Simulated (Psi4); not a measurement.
# One shape, several levels: CH5B− (SMILES [BH2-]C)

Wanted: a comparison of 4 runs (UHF-D3(BJ)/DZP, UCAM-B3LYP/6-311G**, UPBE50/aug-cc-pVDZ-DK) of CH5B−. 

The calculation is run with Psi4 1.11.

2 further runs of the same task are left out: 2 set aside as unsound or not needed.

## (1) The structure to begin with

CH5B−: 7 atoms, total charge -1, spin state doublet. As SMILES, `[BH2-]C`. Geometry: relaxed at GFN2-xTB.

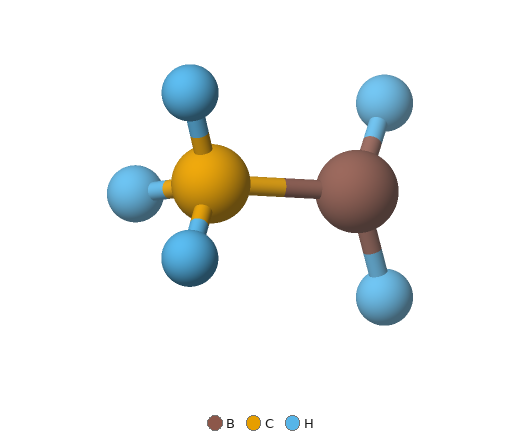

The structure, seen from a chosen angle (boron brown, carbon amber, hydrogen blue).

## (2) A single-point energy at UHF-D3(BJ)/DZP (density fitting, Cartesian functions, IEF-PCM acetone) (run 1)

The input, calc.py:

```python
import psi4

psi4.set_memory(1600000000)
psi4.set_num_threads(1)
psi4.core.set_output_file('run.log', False)

mol = psi4.geometry("""
-1 2
B     -0.367620    -0.876680     0.296410
C      0.129860     0.657930    -0.010930
H      0.566410    -1.652080     0.572900
H     -1.111250    -1.340120    -0.587590
H      0.713810     1.090030     0.817870
H      0.779370     0.770230    -0.909000
H     -0.710590     1.350700    -0.179660
symmetry c1
""")

psi4.set_options({
    'basis': 'DZP',
    'reference': 'uhf',
    'scf_type': 'df',
    'pcm': True,
})
psi4.pcm_helper("""
  Units = Angstrom
  Medium {
    SolverType = IEFPCM
    Solvent = Acetone
  }
  Cavity {
    Type = GePol
    RadiiSet = UFF
    Scaling = False
    Area = 0.3
    Mode = Implicit
  }
""")

energy_value = psi4.energy("hf-d3bj2b", molecule=mol)
print('E =', round(energy_value, 9))
```

Launch:

```sh
$ python calc.py
```

run.log:

```text
[...]
  Running in c1 symmetry.
[...]
  Nuclear repulsion =   30.809888872353739
[...]
  Multiplicity = 2
[...]
  Nalpha       = 9
  Nbeta        = 8
[...]
    Number of basis functions: 57
[...]
   @DF-UHF iter   1:   -65.41496179967211   -9.19750e-01   6.70624e-03 ADIIS/DIIS
[...]
   @DF-UHF iter   9:   -65.52134389043125   -2.64858e-08   6.02446e-07 DIIS
[...]
   @S^2 Observed:                7.555792836E-01
[...]
    Orbital Energies [Eh]
    ---------------------
    Alpha Occupied:
       1A    -11.164482     2A     -7.518323     3A     -0.889477
       4A     -0.618377     5A     -0.508985     6A     -0.502153
       7A     -0.391614     8A     -0.383969     9A     -0.212033
    Alpha Virtual:
      10A      0.196036    11A      0.232912    12A      0.274741
      13A      0.358181    14A      0.363286    15A      0.383908
      16A      0.424320    17A      0.491622    18A      0.527340
      19A      0.550471    20A      0.550541    21A      0.589936
      22A      0.726490    23A      1.078809    24A      1.268405
      25A      1.272381    26A      1.331893    27A      1.352506
[...]
  @DF-UHF Final Energy:   -65.52134389043125
   => Energetics <=
    Nuclear Repulsion Energy =             30.8098888723537385
    One-Electron Energy =                -151.6198107089230405
    Two-Electron Energy =                  55.4165958374784182
    PCM Polarization Energy =              -0.1026826248469658
    Total Energy =                        -65.5213438904312540
  UHF NO Occupations:
  HONO-2 :    7  A 1.9995077
[...]
 Multipole Moments:
 ------------------------------------------------------------------------------------
     Multipole            Electronic (a.u.)      Nuclear  (a.u.)        Total (a.u.)
 ------------------------------------------------------------------------------------
 L = 1.  Multiply by 2.5417464519 to convert [e a0] to [Debye]
 Dipole X            :         -0.2069567            0.8728851            0.6659284
 Dipole Y            :          0.4260713            1.2455982            1.6716695
 Dipole Z            :          0.4140627           -0.9289359           -0.5148732
 Magnitude           :                                                    1.8716394
[...]
```

On the terminal:

```text
E = -65.52134389
```

Wall time 3.6 s (1 thread of Intel Xeon 6975P-C (Granite Rapids), shared host); peak memory 0.21 GiB.

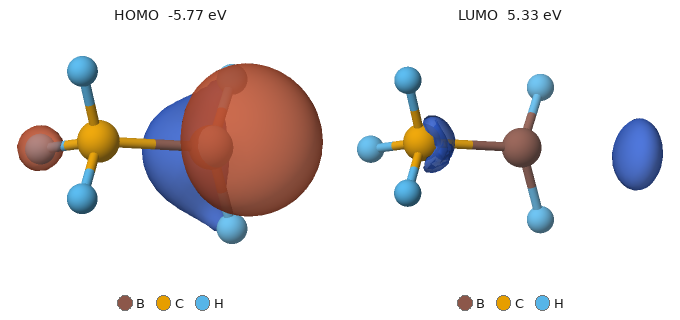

Frontier orbitals of this run (spin up), surfaces at ±0.2 Å^-3/2.

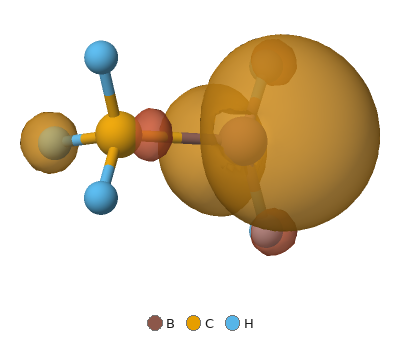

Spin density, surfaces at ±0.03 e/Å³.

## (3) Energy and gradient at UCAM-B3LYP/6-311G(d,p) (run 2)

The input, calc.py:

```python
import psi4

psi4.set_memory(1600000000)
psi4.set_num_threads(1)
psi4.core.set_output_file('output.dat', False)

m = psi4.geometry("""
-1 2
B     -0.69470112    -1.65668510     0.56013372
C      0.24539983     1.24330751    -0.02065471
H      1.07035977    -3.12197874     1.08262410
H     -2.09995816    -2.53245977    -1.11038417
H      1.34890541     2.05985817     1.54555031
H      1.47279585     1.45552375    -1.71776105
H     -1.34282049     2.55245308    -0.33950820
units au
symmetry c1
""")

psi4.set_options({
    'basis': '6-311G**',
    'reference': 'uks',
    'puream': True,
    'e_convergence': 1e-09,
    'd_convergence': 1e-08,
    'scf_type': 'pk',
    'dft_radial_points': 99,
    'dft_spherical_points': 590,
    'maxiter': 200,
})

result, w = psi4.gradient('CAM-B3LYP', molecule=m, return_wfn=True)
psi4.oeprop(w, 'MAYER_INDICES', 'DIPOLE', 'WIBERG_LOWDIN_INDICES', title='CAM-B3LYP')
print('gradient / Eh bohr^-1')
print(result.np.round(6))
print(f'energy = {w.energy():.10f} Eh')
```

Launch:

```sh
$ python calc.py
```

output.dat:

```text
[...]
  Running in c1 symmetry.
[...]
  Nuclear repulsion =   30.809888857189609
[...]
  Multiplicity = 2
[...]
  Nalpha       = 9
  Nbeta        = 8
[...]
    Number of basis functions: 66
[...]
   @UKS iter   1:   -65.57755819152796   -4.62900e-01   1.07158e-02 DIIS/ADIIS
[...]
   @UKS iter  12:   -65.87851990688982   -2.87059e-12   4.37278e-09 DIIS
[...]
   @S^2 Observed:                7.522601943E-01
[...]
  @UKS Final Energy:   -65.87851990688982
   => Energetics <=
    Nuclear Repulsion Energy =             30.8098888571896090
    One-Electron Energy =                -151.7152765687974352
    Two-Electron Energy =                  63.1173000423061552
    DFT Exchange-Correlation Energy =      -8.0904322375881428
    Empirical Dispersion Energy =           0.0000000000000000
    VV10 Nonlocal Energy =                  0.0000000000000000
    Total Energy =                        -65.8785199068898208
[...]
  -Total Gradient:
     Atom            X                  Y                   Z
    ------   -----------------  -----------------  -----------------
       1       -0.009551493914     0.000637825891     0.013807568866
       2        0.001526915727    -0.000015873301    -0.002066645615
       3        0.005946453241    -0.002874594864    -0.002334327954
       4       -0.000446522614    -0.001622415755    -0.006693874899
       5        0.000429697209     0.000443546628     0.000149826361
       6        0.002315986824     0.002879154980    -0.002554406299
       7       -0.000221024239     0.000552231848    -0.000308156028
[...]
 Multipole Moments:
 ------------------------------------------------------------------------------------
     Multipole            Electronic (a.u.)      Nuclear  (a.u.)        Total (a.u.)
 ------------------------------------------------------------------------------------
 L = 1.  Multiply by 2.5417464519 to convert [e a0] to [Debye]
 Dipole X            :         -0.4179359            0.8728851            0.4549492
 Dipole Y            :          0.1412603            1.2455982            1.3868586
 Dipole Z            :          0.6428279           -0.9289359           -0.2861079
 Magnitude           :                                                    1.4873511
[...]
```

The script printed:

```text
gradient / Eh bohr^-1
[[-9.5510e-03  6.3800e-04  1.3808e-02]
 [ 1.5270e-03 -1.6000e-05 -2.0670e-03]
 [ 5.9460e-03 -2.8750e-03 -2.3340e-03]
 [-4.4700e-04 -1.6220e-03 -6.6940e-03]
 [ 4.3000e-04  4.4400e-04  1.5000e-04]
 [ 2.3160e-03  2.8790e-03 -2.5540e-03]
 [-2.2100e-04  5.5200e-04 -3.0800e-04]]
energy = -65.8785199069 Eh
```

It took 17 s on 1 thread of Intel Xeon 6975P-C (Granite Rapids), shared host; peak memory 0.98 GiB.

Run 3 isn't shown in full; the table further down has it.

## (4) The energy at UPBE50/aug-cc-pVDZ-DK (DKH2) (run 4)

The input, ch5b.xyz:

```xyz
7
CH5B
B     -0.367620    -0.876680     0.296410
C      0.129860     0.657930    -0.010930
H      0.566410    -1.652080     0.572900
H     -1.111250    -1.340120    -0.587590
H      0.713810     1.090030     0.817870
H      0.779370     0.770230    -0.909000
H     -0.710590     1.350700    -0.179660
```

The input, ch5b.py:

```python
import psi4

psi4.set_memory(1600000000)
psi4.set_num_threads(1)
psi4.core.set_output_file('run.log', False)

with open('ch5b.xyz') as f:
    atoms = ''.join(f.readlines()[2:])
mol = psi4.geometry('-1 2\n' + atoms + 'symmetry c1\nno_reorient\nno_com')

psi4.set_options({
    'basis': 'aug-cc-pVDZ-DK',
    'reference': 'uks',
    'scf_type': 'direct',
    'relativistic': 'dkh',
    'dkh_order': 2,
})

e = psi4.energy("pbe50")
print(f'total energy {e:.8f} hartree = {e * 27.211386:.5f} eV')
```

Launch:

```sh
$ python ch5b.py
```

run.log:

```text
[...]
  Running in c1 symmetry.
[...]
  Nuclear repulsion =   30.809888872353742
[...]
  Multiplicity = 2
[...]
  Nalpha       = 9
  Nbeta        = 8
[...]
    Number of basis functions: 91
[...]
   @DF-UKS iter   1:   -65.55597702492510   -5.08122e-01   7.61868e-03 DIIS/ADIIS
[...]
   @UKS iter  13:   -65.87169756399692   -7.51855e-08   7.81239e-07 DIIS
[...]
   @S^2 Observed:                7.531412862E-01
[...]
    Orbital Energies [Eh]
    ---------------------
    Alpha Occupied:
       1A    -10.355204     2A     -6.815538     3A     -0.594842
       4A     -0.337913     5A     -0.267371     6A     -0.261827
       7A     -0.156139     8A     -0.139065     9A      0.028020
    Alpha Virtual:
      10A      0.128415    11A      0.143020    12A      0.145282
      13A      0.147098    14A      0.171538    15A      0.175343
      16A      0.185130    17A      0.216287    18A      0.250230
      19A      0.255627    20A      0.268745    21A      0.273405
      22A      0.289167    23A      0.347364    24A      0.348129
      25A      0.396225    26A      0.398553    27A      0.411737
[...]
  @UKS Final Energy:   -65.87169756399692
   => Energetics <=
    Nuclear Repulsion Energy =             30.8098888723537421
    One-Electron Energy =                -151.3609618893268021
    Two-Electron Energy =                  60.6067508235385262
    DFT Exchange-Correlation Energy =      -5.9273753705623768
    Empirical Dispersion Energy =           0.0000000000000000
    VV10 Nonlocal Energy =                  0.0000000000000000
    Total Energy =                        -65.8716975639969178
[...]
 Multipole Moments:
 ------------------------------------------------------------------------------------
     Multipole            Electronic (a.u.)      Nuclear  (a.u.)        Total (a.u.)
 ------------------------------------------------------------------------------------
 L = 1.  Multiply by 2.5417464519 to convert [e a0] to [Debye]
 Dipole X            :          2.5038299           -1.5518242            0.9520057
 Dipole Y            :          1.9689406           -0.4101840            1.5587567
 Dipole Z            :         -3.0945968            2.1372614           -0.9573355
 Magnitude           :                                                    2.0621660
[...]
```

The script printed:

```text
total energy -65.87169756 hartree = -1792.46019 eV
```

Wall time 11 s (1 thread of Intel Xeon 6975P-C (Granite Rapids), shared host); peak memory 0.63 GiB.

## (5) All runs side by side

```
run                                                                   level      task  radii  energy (Eh)  HOMO energy (eV)  LUMO energy (eV)   ⟨S²⟩  wall time
  1  UHF-D3(BJ)/DZP (density fitting, Cartesian functions, IEF-PCM acetone)    energy    UFF   -65.521344             -5.77              3.93  0.756      3.6 s
  2                                                     UCAM-B3LYP/6-311G**  gradient      –   -65.878520              1.05              7.09  0.752       17 s
  3                                                   UPBE50/aug-cc-pVDZ-DK    energy      –   -65.849293              0.76              3.49  0.753       11 s
  4                                            UPBE50/aug-cc-pVDZ-DK (DKH2)    energy      –   -65.871698              0.76              3.49  0.753       11 s
```

## (6) Results

```
                                 quantity         value
                      run 4: total energy  -65.87170 Eh
run 4: HOMO energy (highest over α and β)       0.76 eV
 run 4: LUMO energy (lowest over α and β)       3.49 eV
                              run 4: ⟨S²⟩         0.753
```

What this shows: Totals of different functionals can't be ranked against each other. In runs 2, 3, 4 the HOMO lies above zero, so the outermost electron may be held by the basis alone. In run 3 relativity is left out where basis or elements ask for it. All runs together took 42 s, the longest 17 s.
